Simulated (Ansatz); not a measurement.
## Bi2S3 (Bismuthinite): the PBE gap against the k mesh of the density

Wanted: the cheapest k mesh of the density that holds the PBE gap of Bi2S3 (Bismuthinite).

Main program and level: Ansatz 0.2.0; DFT, PBE, plane waves, PAW.

The database entry behind the starting cell differs from later determinations by our own check (about 0.4 % long), so it need not match the best structure at ambient conditions.

**1. The starting structure**

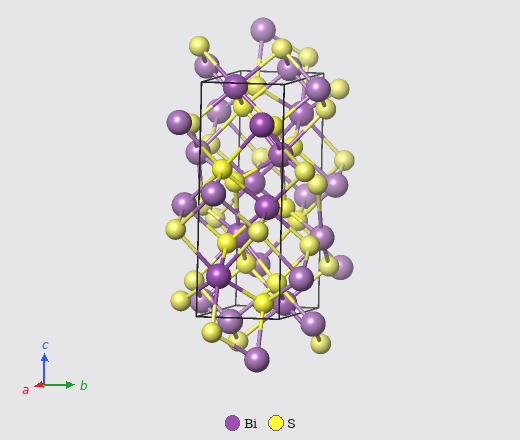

The starting structure, seen slightly off an axis (bismuth purple, sulfur yellow). Some periodic images of atoms are drawn too.

The cell and positions come from the Crystallography Open Database and are kept as given unless a step says otherwise. Spin-orbit coupling is left out unless a step names it. The default PAW set here is soft_2. Its files were made with PBE.

**2. k mesh of the density: 1×2×1**

The input, input.yaml:

```yaml
crystal:
  lattice:
    - [11.345, 0.0, 0.0]
    - [0.0, 3.994, 0.0]
    - [0.0, 0.0, 11.193]
  atoms:
    - { symbol: Bi, position: [0.4835, 0.25, 0.3257] }
    - { symbol: Bi, position: [0.0165, 0.75, 0.8257] }
    - { symbol: Bi, position: [0.9835, 0.25, 0.1743] }
    - { symbol: Bi, position: [0.5165, 0.75, 0.6743] }
    - { symbol: Bi, position: [0.3407, 0.75, 0.0339] }
    - { symbol: Bi, position: [0.1593, 0.25, 0.5339] }
    - { symbol: Bi, position: [0.8407, 0.75, 0.4661] }
    - { symbol: Bi, position: [0.6593, 0.25, 0.9661] }
    - { symbol: S, position: [0.2835, 0.25, 0.1943] }
    - { symbol: S, position: [0.2165, 0.75, 0.6943] }
    - { symbol: S, position: [0.7835, 0.25, 0.3057] }
    - { symbol: S, position: [0.7165, 0.75, 0.8057] }
    - { symbol: S, position: [0.5495, 0.75, 0.1286] }
    - { symbol: S, position: [0.9505, 0.25, 0.6286] }
    - { symbol: S, position: [0.0495, 0.75, 0.3714] }
    - { symbol: S, position: [0.4505, 0.25, 0.8714] }
    - { symbol: S, position: [0.3767, 0.75, 0.4414] }
    - { symbol: S, position: [0.1233, 0.25, 0.9414] }
    - { symbol: S, position: [0.8767, 0.75, 0.0586] }
    - { symbol: S, position: [0.6233, 0.25, 0.5586] }
kpoints:
  mp_grid: { grid: [1, 2, 1] }
  band_path:
    path:
      - [0.0, 0.0, 0.0]
      - [0.5, 0.0, 0.0]
      - [0.5, 0.5, 0.0]
      - [0.0, 0.5, 0.0]
      - [0.0, 0.0, 0.5]
      - [0.5, 0.0, 0.5]
      - [0.5, 0.5, 0.5]
      - [0.0, 0.5, 0.5]
      - [0.35, 0.0, 0.0]
      - [0.0, 0.0, 0.15]
      - [0.0, 0.0, 0.2]
    npoints: 1
hamiltonian:
  xc: pbe
scf:
  occupations: { method: fixed }
  n_extra_bands: 10
output:
  eigenvalues: true
  forces: true
  stress: true
```

Command:

```sh
$ ansatz run input.yaml --threads 3 --pin off --max-ram 92160MiB --backend cuda --events-out ev --progress --plain --runs-dir out --devices 1 --max-vram 13GiB
```

Numbers of over 12 decimals in the logs are rounded to 6 here.

Log:

```text
scf.n_extra_bands = 10 over 96 filled bands (N_el = 192.0): the run solves 106 bands
GPUs: using 1 of 1 available (devices: 1).
Engine: ansatz 0.2.0, x86_64-unknown-linux-gnu
Pseudopotentials: kind: paw
Pseudopotential: Bi, paw, valence charge 15, recommended cutoff 420 eV (normal), Bi.paw.azcp
Pseudopotential: S, paw, valence charge 6, recommended cutoff 420 eV (normal), S.paw.azcp
Functional definition: PBE
  parameter kappa = 0.804
  parameter beta = 0.066725
  exchange = pbe_x(kappa = kappa, mu = beta*pi^2/3)
  correlation = pbe_c(beta = beta)
device memory: the entry about to start is reckoned to put 4.7 GiB on a device that reports 36.7 GiB free (of which the cap on the GPU budget leaves the run 13.0 GiB)
GPU FFT provider: cuFFT
GPU libraries: cuBLAS 13.8.2, cuFFT 12.4.0, cuSOLVER 12.3.4
Crystal: 20 atoms, lattice volume = 507.176 Å³
Basis set: ecut = 420 eV, 9929 PW (Γ), exchange–correlation on 160×54×150 points (8 copies of the dense FFT grid, shifted against one another)
Bands: 106, of which v1, the nominal top of the filled ones, is band 96 counted from 1 (95 counted from 0)
Symmetry: 8 space group operations
Space group: Pnma (ITA 62), of the structure as read, at distance tolerance 8.0e-5 Å
k-points: 2
Non-local potential: Bi, projectors of the file, l = 0: 2, l = 1: 2, l = 2: 2, l = 3: 2
Non-local potential: S, projectors of the file, l = 0: 2, l = 1: 2, l = 2: 2
PAW form: soft (Blöchl's): semilocal exchange-correlation on the pseudo side does not see the compensation charge
PAW one-centre angular grid: Bi, 590 points (default); XC on 64 Gauss nodes
PAW one-centre angular grid: S, 110 points (default); XC on 64 Gauss nodes
Initial density: superposition of atomic densities (neutral atoms: chi_scale 0, normalization atom), corrected by the library's trained network
Initial wavefunctions: pseudopotential atomic-orbital guess
GPU buffer pool allocated for 162000 grid points (all kernels)
GPU transforms: local potential and band sums: pruned to the plane-wave sphere, on 75×27×75
Functional: x = pbe(κ = 0.804, μ = 0.219515), c = pbe(β = 0.066725)
SCF iter   1: F=—  HF=-110002.839761 eV  |F-HF|=—  |Δ(HF+E_count)|=         —  Δρ=3.55e-3  dr2=1.03e-1  ethr=1.77e-3  ⟨swp⟩=5.0  Hψ=760  notcnv=0  defer=10
preconditioner: auto → Resta (q_TF=auto, 2.321 Å⁻¹)  ε∞=3.3  [insulator: Δε(μ)=1.509 eV  Ē_g=14.933 eV  n_scr=114 (ndim 8)  ℏωp=22.8 eV  f_vac=0.012  ε∞_Penn≈3.3]
SCF iter   2: F=—  HF=-110002.815478 eV  |F-HF|=—  |Δ(HF+E_count)|=   2.43e-2  Δρ=1.54e-3  dr2=1.11e-2  ethr=5.35e-5  ⟨swp⟩=3.0  Hψ=383  notcnv=0  defer=16
SCF iter   3: F=—  HF=-110002.815072 eV  |F-HF|=—  |Δ(HF+E_count)|=   4.06e-4  Δρ=6.08e-4  dr2=2.26e-3  ethr=5.81e-6  ⟨swp⟩=2.0  Hψ=277  notcnv=0  defer=16
SCF iter   4: F=—  HF=-110002.815409 eV  |F-HF|=—  |Δ(HF+E_count)|=   3.36e-4  Δρ=1.79e-4  dr2=2.28e-4  ethr=1.18e-6  ⟨swp⟩=2.0  Hψ=284  notcnv=0  defer=16
SCF iter   5: F=—  HF=-110002.815685 eV  |F-HF|=—  |Δ(HF+E_count)|=   2.76e-4  Δρ=6.03e-5  dr2=2.54e-5  ethr=1.19e-7  ⟨swp⟩=2.0  Hψ=307  notcnv=0  defer=8
SCF iter   6: F=—  HF=-110002.816060 eV  |F-HF|=—  |Δ(HF+E_count)|=   3.75e-4  Δρ=2.16e-5  dr2=3.73e-6  ethr=1.32e-8  ⟨swp⟩=2.0  Hψ=294  notcnv=0  defer=8
SCF iter   7: F=—  HF=-110002.816062 eV  |F-HF|=—  |Δ(HF+E_count)|=   2.02e-6  Δρ=7.06e-6  dr2=4.96e-7  ethr=1.94e-9  ⟨swp⟩=2.0  Hψ=302  notcnv=0  defer=8
SCF iter   8: F=-110002.816063 eV  HF=-110002.816063 eV  |F-HF|=5.21e-8  |Δ(HF+E_count)|=   3.60e-7  Δρ=2.03e-6  dr2=2.95e-8  ethr=5.21e-11  ⟨swp⟩=11.5  Hψ=1198  notcnv=0
SCF 1 converged in 8 iterations: F = -110002.816063 eV  dr2 = 2.95e-8
[...]
device memory: the entry about to start is reckoned to put 4.5 GiB on a device that reports 36.7 GiB free (of which the cap on the GPU budget leaves the run 13.0 GiB)
NSCF: frozen V_eff on 11 k-points
SCF converged after 8 iterations
Free energy (F): -110002.816063 eV
Harris-Foulkes:  -110002.816063 eV  (|F-HF|=5.21e-8)
Internal energy: -110002.816063 eV  (E = F + TS)
E sigma→0 (E₀):  -110002.816063 eV
Fermi energy:    7.516787 eV
--- Per-component energies (eV) ---
  E_band       = -927.889592
  E_kinetic    = 3687.957283
  E_local      = -14403.490792  (includes V_loc(G=0)·N_el)
  E_nonlocal   = 4843.448134
  E_hartree    = 4749.857321
  E_xc         = -2380.715714
  E_vxc        = -2207.772853  (∫ρ·V_xc dr)
  E_paw        = -92506.344946  (= ΣΔE_a)
  E_vpaw       = -2347.735010  (= ΣTr[D̂ρ^β])
  E_aug_tail   = -0.003397  (compensation charges beyond the density's cutoff)
  E_ewald      = -13993.523952
  E_smearing   = -0.000000  (= −TS)
  E_closure    = -0.000000  (closes the sum)
  Σ components = -110002.816063   (vs F -110002.816063, Δ=0.00e0)
--- Forces (eV/Å), atoms counted from 1 ---
  atom   1  Bi    -0.20961525     0.00000000     0.12843428
  atom   2  Bi     0.20961525     0.00000000     0.12843428
  atom   3  Bi    -0.20961525     0.00000000    -0.12843428
  atom   4  Bi     0.20961525     0.00000000    -0.12843428
  atom   5  Bi    -0.20860430     0.00000000     0.20403021
  atom   6  Bi     0.20860430     0.00000000     0.20403021
  atom   7  Bi    -0.20860430    -0.00000000    -0.20403021
  atom   8  Bi     0.20860430     0.00000000    -0.20403021
  atom   9  S      0.24061872     0.00000000    -0.43257405
  atom  10  S     -0.24061872     0.00000000    -0.43257405
  atom  11  S      0.24061872    -0.00000000     0.43257405
  atom  12  S     -0.24061872    -0.00000000     0.43257405
  atom  13  S      0.16152814     0.00000000     0.05934291
  atom  14  S     -0.16152814    -0.00000000     0.05934291
  atom  15  S      0.16152814     0.00000000    -0.05934291
  atom  16  S     -0.16152814    -0.00000000    -0.05934291
  atom  17  S      0.01734215     0.00000000     0.07683645
  atom  18  S     -0.01734215     0.00000000     0.07683645
  atom  19  S      0.01734215    -0.00000000    -0.07683645
  atom  20  S     -0.01734215    -0.00000000    -0.07683645
  max |Σ_I F_I| component: 5.90e-17 eV/Å
--- Stress (GPa, compression-positive) ---
        2.286291       0.000000      -0.000000
        0.000000       4.784110      -0.000000
       -0.000000      -0.000000       0.081719
  P = ⅓ Tr σ = 2.3840 GPa (23.840 kbar)
--- Band table (eV) ---
  k-point 0: bands = [... 92 lower, 7.3861, 7.4197, 7.4713, 7.5168, 8.9939, 9.3172, 9.4731, 9.7323, ... 6 higher]
  k-point 1: bands = [... 92 lower, 7.1083, 7.1083, 7.3543, 7.3543, 9.8882, 9.8882, 9.9960, 9.9960, ... 6 higher]
```

Run time: 6 s. Hardware: 1 × NVIDIA H100 80GB HBM3 (shared by 6 runs) with 3 threads of AMD EPYC 7R13 (Zen 3), shared host; peak memory 1.1 GiB; 5.8 s of CPU time.

The column dr2 measures how far the density is from self-consistency, as an energy; F and HF (Harris–Foulkes) agree once it is small.

Numbers from this step:

| Quantity | Value |
| --- | --- |
| pressure | 2.384 GPa |
| gap | 1.352 eV |
| valence top at | k = (0.350, 0.000, 0.000) |
| conduction bottom at | k = (0.000, 0.000, 0.150) |
| least direct gap | 1.395 eV |

The gap is indirect, with the least direct gap 0.04 eV higher.

**3. k mesh of the density: 2×4×2**

Changes to input.yaml since step 2:

```diff
@@ -27,3 +27,3 @@
 kpoints:
-  mp_grid: { grid: [1, 2, 1] }
+  mp_grid: { grid: [2, 4, 2] }
   band_path:
@@ -51 +51,5 @@
   stress: true
+  write_density: true
+  write_potential: true
+  elf: true
+  volumetric_format: npy
```

Log:

```text
[...]
GPUs: using 1 of 1 available (devices: 1).
[...]
GPU FFT provider: cuFFT
GPU libraries: cuBLAS 13.8.2, cuFFT 12.4.0, cuSOLVER 12.3.4
Crystal: 20 atoms, lattice volume = 507.176 Å³
Basis set: ecut = 420 eV, 9929 PW (Γ), exchange–correlation on 160×54×150 points (8 copies of the dense FFT grid, shifted against one another)
[...]
k-point 0: bands = [... 92 lower, 7.3556, 7.3657, 7.4335, 7.4773, 8.9854, 9.3109, 9.4578, 9.7205, ... 6 higher]
  k-point 1: bands = [... 92 lower, 7.2574, 7.2574, 7.4813, 7.4813, 9.1509, 9.1509, 9.9181, 9.9181, ... 6 higher]
  k-point 2: bands = [... 92 lower, 7.0996, 7.1974, 7.2927, 7.3685, 9.2013, 9.7272, 10.1017, 10.2948, ... 6 higher]
  k-point 11: bands = [... 92 lower, 6.9712, 6.9712, 6.9712, 6.9712, 9.8500, 9.8500, 9.8500, 9.8500, ... 6 higher]
[key lines of the parts left out:]
SCF converged after 8 iterations
Free energy (F): -110004.241268 eV
Fermi energy:    7.561376 eV
P = ⅓ Tr σ = 1.4882 GPa (14.882 kbar)
```

Run time: 8.6 s. Hardware: 1 × NVIDIA H100 80GB HBM3 (shared by 6 runs) with 3 threads; peak memory 1.3 GiB.

This step gave:

```
pressure             : 1.488 GPa
gap                  : 1.391 eV
valence top at       : k = (0.350, 0.000, 0.000)
conduction bottom at : k = (0.000, 0.000, 0.150)
least direct gap     : 1.424 eV
```

The gap is 1.391 eV, +0.039 eV from the run before at this level.

**4. k mesh of the density: 2×6×2 (the default)**

Changes to input.yaml since step 3:

```diff
@@ -27,17 +27,10 @@
 kpoints:
-  mp_grid: { grid: [2, 4, 2] }
+  mp_grid: { grid: [2, 6, 2] }
   band_path:
     path:
-      - [0.0, 0.0, 0.0]
-      - [0.5, 0.0, 0.0]
-      - [0.5, 0.5, 0.0]
-      - [0.0, 0.5, 0.0]
-      - [0.0, 0.0, 0.5]
-      - [0.5, 0.0, 0.5]
-      - [0.5, 0.5, 0.5]
-      - [0.0, 0.5, 0.5]
-      - [0.35, 0.0, 0.0]
-      - [0.0, 0.0, 0.15]
-      - [0.0, 0.0, 0.2]
-    npoints: 1
+      - [[0.0, 0.0, 0.0], [0.5, 0.0, 0.0], [0.5, 0.5, 0.0], [0.0, 0.5, 0.0], [0.0, 0.0, 0.0], [0.0, 0.0, 0.5], [0.5, 0.0, 0.5], [0.5, 0.5, 0.5], [0.0, 0.5, 0.5], [0.0, 0.0, 0.5]]
+      - [[0.5, 0.0, 0.0], [0.5, 0.0, 0.5]]
+      - [[0.0, 0.5, 0.0], [0.0, 0.5, 0.5]]
+      - [[0.5, 0.5, 0.0], [0.5, 0.5, 0.5]]
+    npoints: 10
 hamiltonian:
@@ -45,3 +38,3 @@
 scf:
-  occupations: { method: fixed }
+  occupations: { method: fermi_dirac, width: 0.02 }
   n_extra_bands: 10
```

Log:

```text
[...]
GPUs: using 1 of 1 available (devices: 1).
[...]
GPU FFT provider: cuFFT
GPU libraries: cuBLAS 13.8.2, cuFFT 12.4.0, cuSOLVER 12.3.4
Crystal: 20 atoms, lattice volume = 507.176 Å³
Basis set: ecut = 420 eV, 9929 PW (Γ), exchange–correlation on 160×54×150 points (8 copies of the dense FFT grid, shifted against one another)
[...]
k-point 0: bands = [... 92 lower, 7.3573, 7.3674, 7.4345, 7.4787, 8.9861, 9.3104, 9.4581, 9.7201, ... 6 higher]
  k-point 1: bands = [... 92 lower, 7.2589, 7.2589, 7.4831, 7.4831, 9.1504, 9.1504, 9.9189, 9.9189, ... 6 higher]
  k-point 2: bands = [... 92 lower, 7.2210, 7.2340, 7.3866, 7.4159, 9.2991, 9.3736, 9.9383, 10.1938, ... 6 higher]
  k-point 15: bands = [... 92 lower, 6.9720, 6.9720, 6.9720, 6.9720, 9.8503, 9.8503, 9.8503, 9.8503, ... 6 higher]
[key lines of the parts left out:]
SCF converged after 8 iterations
Free energy (F): -110004.218819 eV
Fermi energy:    8.281720 eV
P = ⅓ Tr σ = 1.5261 GPa (15.261 kbar)
```

Elapsed: 18 s, on 1 × NVIDIA H100 80GB HBM3 (shared by 6 runs) with 3 threads; peak memory 1.4 GiB; 26 s of CPU time.

This step gave:

```
pressure             : 1.526 GPa
gap                  : 1.390 eV
valence top at       : k = (0.350, 0.000, 0.000)
conduction bottom at : k = (0.000, 0.000, 0.150)
least direct gap     : 1.423 eV
```

The gap is 1.390 eV, −0.001 eV from the run before at this level.

**5. k mesh of the density: 4×8×4**

input.yaml, the sections that differ from step 4:

```yaml
kpoints:
  mp_grid: { grid: [4, 8, 4] }
  band_path:
    path:
      - [0.0, 0.0, 0.0]
      - [0.5, 0.0, 0.0]
      - [0.5, 0.5, 0.0]
      - [0.0, 0.5, 0.0]
      - [0.0, 0.0, 0.5]
      - [0.5, 0.0, 0.5]
      - [0.5, 0.5, 0.5]
      - [0.0, 0.5, 0.5]
      - [0.35, 0.0, 0.0]
      - [0.0, 0.0, 0.15]
      - [0.0, 0.0, 0.2]
    npoints: 1
scf:
  occupations: { method: fixed }
  n_extra_bands: 10
output:
  eigenvalues: true
  forces: true
  stress: true
# crystal, hamiltonian: as in step 4
```

Log:

```text
[...]
GPUs: using 1 of 1 available (devices: 1).
[...]
GPU FFT provider: cuFFT
GPU libraries: cuBLAS 13.8.2, cuFFT 12.4.0, cuSOLVER 12.3.4
Crystal: 20 atoms, lattice volume = 507.176 Å³
Basis set: ecut = 420 eV, 9929 PW (Γ), exchange–correlation on 160×54×150 points (8 copies of the dense FFT grid, shifted against one another)
[...]
k-point 0: bands = [... 92 lower, 7.3579, 7.3676, 7.4353, 7.4788, 8.9861, 9.3106, 9.4581, 9.7202, ... 6 higher]
  k-point 1: bands = [... 92 lower, 7.2341, 7.2406, 7.4459, 7.5685, 9.0024, 9.2940, 9.5985, 9.8727, ... 6 higher]
  k-point 2: bands = [... 92 lower, 7.2592, 7.2592, 7.4834, 7.4834, 9.1506, 9.1506, 9.9187, 9.9187, ... 6 higher]
  k-point 44: bands = [... 92 lower, 6.9719, 6.9719, 6.9719, 6.9719, 9.8505, 9.8505, 9.8505, 9.8505, ... 6 higher]
[key lines of the parts left out:]
SCF converged after 8 iterations
Free energy (F): -110004.220815 eV
Fermi energy:    7.583380 eV
P = ⅓ Tr σ = 1.5296 GPa (15.296 kbar)
```

Elapsed: 13 s, on 1 × NVIDIA H100 80GB HBM3 (shared by 6 runs) with 3 threads; peak memory 1.1 GiB; 22 s of CPU time.

This step gave:

- pressure: 1.530 GPa
- gap: 1.389 eV
- valence top at: k = (0.350, 0.000, 0.000)
- conduction bottom at: k = (0.000, 0.000, 0.150)
- least direct gap: 1.422 eV

The gap is 1.389 eV, as in the run before at this level.

**6. The series**

Differences are against the last row; a negative gap means that bands overlap, and a run with a band path holds that path's time. Times are wall times on 1 × NVIDIA H100 80GB HBM3 (shared by 6 runs) with 3 threads of AMD EPYC 7R13 (Zen 3), shared host, good to a factor of about two.

```tsv
k mesh of the density	gap (eV)	direct gap (eV)	gap error (eV)	energy error (meV/atom)	irreducible k	time
1×2×1	1.352	1.395	−0.037	+70.2	2	6 s
2×4×2	1.391	1.424	+0.001	−1.0	12	8.6 s
2×6×2	1.390	1.423	+0.0005	+0.1	16	18 s
4×8×4	1.389	1.422	+0.000	+0.0	45	13 s
```

**7. What came out**

| Quantity | Value |
| --- | --- |
| 1×2×1 | 1.352 eV |
| 2×4×2 | 1.391 eV |
| 2×6×2 | 1.390 eV |
| 4×8×4 | 1.389 eV |

What this shows: The gap holds to 0.02 eV from 2×4×2 on. At 1×2×1 the gap is off by −0.037 eV and the energy by +70 meV/atom. The gap is read over the mesh and added points near the edges, so meshes differ mainly through the density and, for a hybrid, the exchange operator.

[Paths, hosts, dates, memory and timing lines, banners, echoed tables and standing remarks are left out of the program output.]

[Logs are printed without paths, hosts, clocks, repeated set-up lines and the standing remarks that a program may print on its own settings, such as how far it seeks lower states.]

[Runs of the session that timed out or met a known fault of the program may be left out.]

[Cells called generated may have been cut or substituted from an entry of the Crystallography Open Database or the Materials Project.]

[Hosts, paths, dates, database ids (printed as entryN), source tags and the programs' standing remarks are cut or masked in the printed files.]
